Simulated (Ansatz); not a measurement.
GaN (zinc blende)

```
GaN
1.0
    0.00000     4.54879     4.54879
    2.27440     2.27440     4.54879
    2.27440     2.27440     0.00000
N Ga
2 2
Direct
  0.00000   0.75000   0.75000
  0.50000   0.75000   0.75000
  0.00000   0.00000   0.00000
  0.50000   0.00000   0.00000
```

The atoms are displaced by Q × the pattern below (from a DFPT mode at X = (0.5, 0.5, 0.0), largest move 1; Q in Å), at fixed cell. It is one choice among 2 degenerate patterns. (q is in reciprocal vectors of the primitive cell; the cell shown is doubled to hold the pattern.)

| atom | x | y | z |
|---|---|---|---|
| N1 | -0.570 | 0.000 | 0.000 |
| N2 | 0.570 | 0.000 | 0.000 |
| Ga3 | 0.000 | -1.000 | 0.000 |
| Ga4 | 0.000 | 1.000 | 0.000 |

Calculation: PBE (plane waves to 420 eV, PAW, scalar-relativistic; Ansatz, a program for electronic structure). k mesh 12×12×12 (Γ-centred), Fermi-Dirac smearing 0.05 eV. The energy includes the smearing's −TS. GaN was relaxed with its symmetry unable to fall. The PAW data are Ansatz's earlier set. ΔE is measured from the undisplaced structure.

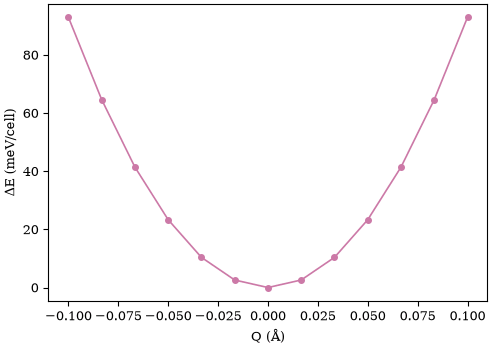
Fig. 1. ΔE (meV/cell) against Q (Å); one marker a computed point.

The energy at Q = 0.100 Å is 92.9 meV/cell. Symmetry of the curve: even: the same for both signs. Shape of the curve: a single well with its minimum at or next to zero displacement. Harmonic wavenumber from the curvature (finite differences): 185 cm⁻¹. Wavenumber by perturbation theory (DFPT, on another k mesh): 185 cm⁻¹.

E″ = 18.68 eV/Å², M = Σ mᵢ|uᵢ|² = 148.5 u, ν̃ = 521.5·√(|E″|/M).

(For displaced atoms, the force is minus the slope of the energy, and its curvature is a force constant, which sets phonon frequencies.)
